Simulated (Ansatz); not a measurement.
Consider Tl2ReF6 (started from the K2PtCl6 type) (Fm-3m).

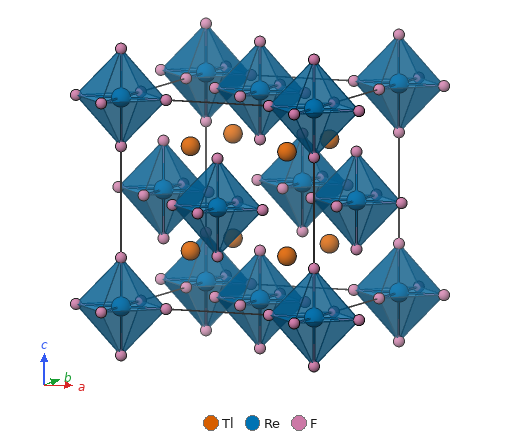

The structure (thallium orange, rhenium blue, fluorine pink). Some periodic images of atoms are drawn too.

The structure was built from a prototype and need not be the compound's stable phase.

The structure is cubic, space group Fm-3m (No. 225). The conventional cell has a = 8.300 Å, b = 8.300 Å, c = 8.300 Å, α = 90.00°, β = 90.00°, γ = 90.00°. Nearest to Tl lie 12 F at 2.94 Å. Nearest to Re lie 6 F at 1.94 Å. Nearest to F lie 1 Re at 1.94 Å. Farther neighbours and most contacts between anions are not listed.

```cif
data_structure
_symmetry_space_group_name_H-M 'P 1'
_symmetry_Int_Tables_number 1
_cell_length_a 5.8686
_cell_length_b 5.8686
_cell_length_c 5.8686
_cell_angle_alpha 60.000
_cell_angle_beta 60.000
_cell_angle_gamma 60.000
_cell_volume 142.92
loop_
_atom_site_label
_atom_site_type_symbol
_atom_site_fract_x
_atom_site_fract_y
_atom_site_fract_z
_atom_site_occupancy
Tl1 Tl 0.25000 0.25000 0.25000 1
Tl2 Tl 0.75000 0.75000 0.75000 1
Re3 Re 0.00000 0.00000 0.00000 1
F4 F 0.23356 0.23356 0.76644 1
F5 F 0.76644 0.76644 0.23356 1
F6 F 0.23356 0.76644 0.23356 1
F7 F 0.76644 0.23356 0.76644 1
F8 F 0.76644 0.23356 0.23356 1
F9 F 0.23356 0.76644 0.76644 1
```

The structure was relaxed with LDA. The structure type comes from a generator and need not be one that this composition takes. The structure was generated from a model, not taken from a measurement. The runs that relaxed it are not among those shown. The program's search for lower electronic states was switched off, so nothing shows that the state found is the lowest. Spin-orbit coupling is left out unless a run names it. PAW set soft_2, made with PBE.

A constrained-RPA run (Ansatz 0.2.0; non-magnetic LDA; Re t2g, bands v2 to c1, 4×4×4 mesh, medium accuracy) builds 3 functions on bands 0.25 eV wide, with 3.0 electrons in the window. The bare on-site interaction is 12.1 eV and the bare J 0.44 eV.

What U and J survive the screening?

On the Re t2g shell, U = 4.28 eV (35 % of the bare value), U′ = 3.58 eV, J = 0.31 eV.

The parent state is non-magnetic and the interaction static (zero frequency); U depends on the window and the orbitals, so it belongs to this model alone. Spin-orbit coupling, which is strong for atoms this heavy, is left out.

[Paths, hosts, dates, memory and timing lines, banners, echoed tables and standing remarks are left out of the program output.]

[Logs are printed without paths, hosts, clocks, repeated set-up lines and the standing remarks that a program may print on its own settings, such as how far it seeks lower states.]

[Runs of the session that timed out or met a known fault of the program may be left out.]

[Hosts, paths, dates, database ids (printed as entryN), source tags and the programs' standing remarks are cut or masked in the printed files.]
